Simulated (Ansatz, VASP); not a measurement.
# CdSnSe2 in two plane-wave programs

Aim: how closely do two programs agree when they are given the same cell, functional and k mesh? The cell is invented: As first built, before any earlier steps moved the atoms (in the runner's words): it takes the SnPbSe2 structure with some of its atoms replaced by other elements, volume scaled by an estimate. It may not be a known or stable phase. The cell is taken from a series of VASP runs on this material, whose earlier steps may have relaxed, scaled or displaced it; both programs get it as it stands. Other levels of theory on this material are compared in a session of their own. Valence electrons are named where the data sets of a main pair hold unlike numbers.

Main program and level: Ansatz 0.2.0; plane waves, with VASP 6.6.1 beside it; band structure at r2SCAN with D4.

**1. Set-up**

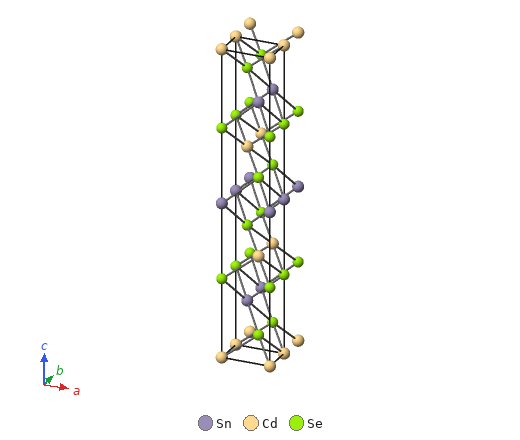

The cell as given, slightly off an axis (tin purple, cadmium orange, selenium green). 1×2×1 cells are drawn. This picture shows the conventional cell, with its axes. Bonds to atoms that aren't drawn are left out. Some periodic images of atoms are drawn too.

Structure file:

```cif
data_structure
_symmetry_space_group_name_H-M 'P 1'
_symmetry_Int_Tables_number 1
_cell_length_a 7.0842
_cell_length_b 7.0842
_cell_length_c 7.0842
_cell_angle_alpha 34.066
_cell_angle_beta 34.066
_cell_angle_gamma 34.066
_cell_volume 99.45
loop_
_atom_site_label
_atom_site_type_symbol
_atom_site_fract_x
_atom_site_fract_y
_atom_site_fract_z
_atom_site_occupancy
Sn1 Sn 0.50000 0.50000 0.50000 1
Cd2 Cd 0.00000 0.00000 0.00000 1
Se3 Se 0.74450 0.74450 0.74450 1
Se4 Se 0.25550 0.25550 0.25550 1
```

**2. VASP: band structure, r2SCAN with D4**

Levels along a path test the potential and the projectors away from the mesh points.

Lines of VASP's logs that name or quote its potential files are left out, and so is its time.

INCAR

```
SYSTEM = CdSnSe2
PREC = Accurate
ENCUT = 400
EDIFF = 1E-06
NELM = 100
ISMEAR = -1
SIGMA = 0.05
LREAL = .FALSE.
ALGO = Normal
METAGGA = R2SCAN
IVDW = 13
VDW_S6 = 1
VDW_S8 = 0.6018749
VDW_A1 = 0.51559235
VDW_A2 = 5.77342911
LASPH = .TRUE.
NBANDS = 33
LORBIT = 11
LWAVE = .FALSE.
LCHARG = .FALSE.
KPAR = 2
```

POSCAR

```
CdSnSe2
1.0
    2.0751276433      1.1980758745      6.6666542373
   -2.0751276433      1.1980758745      6.6666542373
    0.0000000000     -2.3961507900      6.6666542425
Sn Cd Se
1 1 2
Direct
    0.5000000000      0.5000000000      0.5000000000
    0.0000000000      0.0000000000      0.0000000000
    0.7444954559      0.7444954559      0.7444954559
    0.2555045441      0.2555045441      0.2555045441
```

KPOINTS

```
Automatic mesh
0
Gamma
6 6 6
0 0 0
```

KPOINTS_OPT

```
Line mode
16
Line-mode
Reciprocal
  0.00000000   0.00000000   0.00000000 GAMMA
  0.50000000   0.00000000   0.00000000 L

  0.50000000   0.00000000   0.00000000 L
  0.50000000   0.18819752  -0.18819752 B1

  0.81180248   0.50000000   0.18819752 B
  0.50000000   0.50000000   0.50000000 Z

  0.50000000   0.50000000   0.50000000 Z
  0.00000000   0.00000000   0.00000000 GAMMA

  0.00000000   0.00000000   0.00000000 GAMMA
  0.34409876   0.00000000  -0.34409876 X

  0.65590124   0.34409876   0.00000000 Q
  0.50000000   0.50000000   0.00000000 F

  0.50000000   0.50000000   0.00000000 F
  0.65590124   0.65590124   0.18819752 P1

  0.65590124   0.65590124   0.18819752 P1
  0.50000000   0.50000000   0.50000000 Z

  0.50000000   0.00000000   0.00000000 L
  0.81180248   0.34409876   0.34409876 P
```

The projector-augmented-wave data sets are Sn_d, Cd and Se (PBE family, release 64).

Run with:

```console
$ mpirun -np 2 vasp_std
```

Numbers of over 12 decimals in the logs are rounded to 6 here.

Output:

```text
[banner, memory and clock lines left out]
running    2 mpi-ranks, on    1 nodes
 distrk:  each k-point on    1 cores,    2 groups
 distr:  one band on    1 cores,    1 groups

 POSCAR found type information on POSCAR SnCdSe
 POSCAR found :  3 types and       4 ions
|                                                                             |
|               ----> ADVICE to this user running VASP <----                  |
|                                                                             |
|     You enforced a specific xc type in the INCAR file but a different       |
|     [... a line on the potential file left out ...]
|     I HOPE YOU KNOW WHAT YOU ARE DOING!                                     |
|                                                                             |

 LDA part: xc-table for (None), standard interpolation
 POSCAR, INCAR and KPOINTS ok, starting setup
 FFT: planning ... GRIDC
 FFT: planning ... GRID_SOFT
 FFT: planning ... GRID
 WAVECAR not read
 entering main loop
       N       E                     dE             d eps       ncg     rms          rms(c)
DAV:   1     0.233211757881E+03    0.23321E+03   -0.15662E+04  2292   0.114E+03
DAV:   2    -0.497918633280E+02   -0.28300E+03   -0.26722E+03  2155   0.356E+02
DAV:   3    -0.827202953017E+02   -0.32928E+02   -0.32399E+02  2474   0.105E+02
DAV:   4    -0.837603668331E+02   -0.10401E+01   -0.10387E+01  2501   0.192E+01
DAV:   5    -0.837802391191E+02   -0.19872E-01   -0.19871E-01  2767   0.281E+00    0.630E+00
DAV:   6    -0.755175594130E+02    0.82627E+01   -0.39377E+00  2405   0.202E+01    0.793E+00
DAV:   7    -0.754897806668E+02    0.27779E-01   -0.36165E-01  2461   0.364E+00    0.512E+00
DAV:   8    -0.755046175024E+02   -0.14837E-01   -0.12547E-01  2380   0.246E+00    0.138E+00
DAV:   9    -0.755131137089E+02   -0.84962E-02   -0.19530E-02  2477   0.822E-01    0.194E-01
DAV:  10    -0.755130532743E+02    0.60435E-04   -0.33633E-03  2464   0.406E-01    0.148E-01
DAV:  11    -0.755130590376E+02   -0.57632E-05   -0.44186E-04  2436   0.186E-01    0.393E-02
DAV:  12    -0.755130739468E+02   -0.14909E-04   -0.32488E-05  2601   0.427E-02    0.193E-02
DAV:  13    -0.755130758454E+02   -0.18986E-05   -0.74356E-06  2443   0.183E-02    0.314E-03
DAV:  14    -0.755130761466E+02   -0.30123E-06   -0.38326E-07  1418   0.512E-03
   1 F= -.76065489E+02 E0= -.76064777E+02  d E =-.142378E-02
 Start KPOINTS_OPT (optional k-point list driver)
k-point batch [1-32\144]
       N       E                     dE             ncg
DAV:   1     0.240270264568E+04   -0.22689E+05     2213
DAV:   2    -0.682275794544E+04   -0.92255E+04     2168
DAV:   3    -0.787748646407E+04   -0.10547E+04     2514
DAV:   4    -0.791171959679E+04   -0.34233E+02     2463
DAV:   5    -0.791237698376E+04   -0.65739E+00     2815
DAV:   6    -0.791239853790E+04   -0.21554E-01     2508
DAV:   7    -0.791240003579E+04   -0.14979E-02     3198
DAV:   8    -0.791240004280E+04   -0.70060E-05     2170
DAV:   9    -0.791240004303E+04   -0.23340E-06     1751
[...]
k-point batch [129-144\144]
       N       E                     dE             ncg
DAV:   1     0.106362134289E+05   -0.15008E+05     1114
DAV:   2     0.610299899625E+04   -0.45332E+04     1072
DAV:   3     0.559783178447E+04   -0.50517E+03     1275
DAV:   4     0.558218708778E+04   -0.15645E+02     1270
DAV:   5     0.558188622766E+04   -0.30086E+00     1392
DAV:   6     0.558187608063E+04   -0.10147E-01     1271
DAV:   7     0.558187535963E+04   -0.72100E-03     1632
DAV:   8     0.558187535502E+04   -0.46113E-05     1096
DAV:   9     0.558187535473E+04   -0.29055E-06      928
```

From OUTCAR (step 2):

```text
ion  position               nearest neighbor table
   1  0.500  0.500  0.500-   4 2.98   3 2.98   4 2.98   4 2.98   3 2.98   3 2.98
   2  0.000  0.000  0.000-   3 2.86   4 2.86   3 2.86   3 2.86   4 2.86   4 2.86
   3  0.744  0.744  0.744-   2 2.86   2 2.86   2 2.86   1 2.98   1 2.98   1 2.98
   4  0.256  0.256  0.256-   2 2.86   2 2.86   2 2.86   1 2.98   1 2.98   1 2.98

  LATTYP: Found a trigonal (rhomboedric) cell.
 ALAT       =     7.0841950324
 COS(alpha) =     0.8283915593

 Subroutine GETGRP returns: Found 12 space group operations
 (whereof 12 operations were pure point group operations)

The static configuration has the point symmetry D_3d.

 Found     32 irreducible k-points:

   k-points           NKPTS =     32   k-points in BZ     NKDIM =     32   number of bands    NBANDS=     33

   dimension x,y,z NGX =    48 NGY =   48 NGZ =   48
   dimension x,y,z NGXF=    96 NGYF=   96 NGZF=   96

   ENCUT  =  400.0 eV  29.40 Ry    5.42 a.u.  11.55 11.55 11.55*2*pi/ulx,y,z

   NELECT =      38.0000    total number of electrons

 k-points in reciprocal lattice and weights: Automatic mesh
   0.00000000  0.00000000  0.00000000       0.005
   0.16666667  0.00000000  0.00000000       0.028
   0.33333333  0.00000000  0.00000000       0.028
   0.50000000 -0.00000000  0.00000000       0.014
   0.16666667  0.16666667  0.00000000       0.028
   0.33333333  0.16666667  0.00000000       0.056
   0.50000000  0.16666667  0.00000000       0.056
  -0.33333333  0.16666667 -0.00000000       0.056
  -0.16666667  0.16666667  0.00000000       0.028
[...]
-0.33333333  0.50000000  0.33333333       0.028
   0.50000000  0.50000000  0.50000000       0.005

 average (electrostatic) potential at core
       1-108.2933       2 -42.8705       3 -58.0703       4 -58.0703

 E-fermi :   4.6909

 k-point     1 :       0.0000    0.0000    0.0000
  band No.  band energies     occupation
    ...
     15       2.4760      2.00000
     16       2.4760      2.00000
     17       2.4774      2.00000
     18       2.9212      2.00000
     19       2.9212      2.00000
     20       5.8360      0.00000
     21       6.9632      0.00000
     22       6.9632      0.00000
     23       8.0278      0.00000
     24      11.4167      0.00000
    ...

 k-point     2 :       0.1667    0.0000    0.0000
  band No.  band energies     occupation
    ...
     15       1.3684      2.00000
     16       2.2880      2.00000
     17       2.4753      2.00000
     18       2.5327      2.00000
     19       4.0561      1.99999
     20       5.7098      0.00000
     21       7.0947      0.00000
     22       7.5322      0.00000
     23       8.9278      0.00000
     24      10.1587      0.00000
    ...

 k-point     3 :       0.3333    0.0000    0.0000
  band No.  band energies     occupation
    ...
     15      -0.1789      2.00000
     16       1.9211      2.00000
     17       1.9679      2.00000
     18       2.0644      2.00000
     19       3.6492      2.00000
     20       5.5070      0.00000
     21       7.5420      0.00000
     22       8.2355      0.00000
     23       9.0370      0.00000
     24       9.6661      0.00000
    ...

  DFT-D4 for vdW energy calculation

  Edisp (eV):   -0.55241

  Total      -0.03138    -0.03138     0.00284     0.00000     0.00000     0.00000
  in kB      -0.50564    -0.50564     0.04570     0.00000     0.00000     0.00000
  external pressure =       -0.32 kB  Pullay stress =        0.00 kB

  energy-cutoff  :      400.00
  volume of cell :       99.45
      direct lattice vectors                 reciprocal lattice vectors
     2.075127643  1.198075874  6.666654237     0.240949033  0.139111983  0.050000087
    -2.075127643  1.198075874  6.666654237    -0.240949033  0.139111983  0.050000087
     0.000000000 -2.396150790  6.666654242     0.000000000 -0.278223967  0.050000107

 POSITION                                       TOTAL-FORCE (eV/Angst)
 -----------------------------------------------------------------------------------
      0.00000      0.00000      9.99998         0.000000      0.000000      0.000000
      0.00000      0.00000      0.00000         0.000000      0.000000      0.000000
      0.00000      0.00000     14.88988         0.000000     -0.000000     -0.000737
      0.00000      0.00000      5.11008         0.000000      0.000000      0.000737
 -----------------------------------------------------------------------------------
    total drift:                                0.000000      0.000000     -0.000000

  FREE ENERGIE OF THE ION-ELECTRON SYSTEM (eV)
  ---------------------------------------------------
  free  energy   TOTEN  =       -76.0654888741 eV

  energy  without entropy=      -76.0640650918  energy(sigma->0) =      -76.06477698

 total charge
# of ion       s       p       d       tot
------------------------------------------
    1        1.388   0.663   9.992  12.043
    2        0.390   0.233   9.583  10.206
    3        1.462   2.394   0.023   3.879
    4        1.462   2.394   0.023   3.879
--------------------------------------------------
tot          4.702   5.684  19.621  30.007

[... 3 further parts left out ...]
```

The run ends at a pressure of -0.03 GPa, with forces up to 7.4e-4 eV/Å.

(Continued in part 2 of 2.)

[Lines on the potential files, build, host, timing and source positions are cut from VASP's logs without a mark.]

[Logs are printed without paths, hosts, clocks, repeated set-up lines and the standing remarks that a program may print on its own settings, such as how far it seeks lower states.]

[Hosts, paths, dates, database ids (printed as entryN), source tags and the programs' standing remarks are cut or masked in the printed files.]
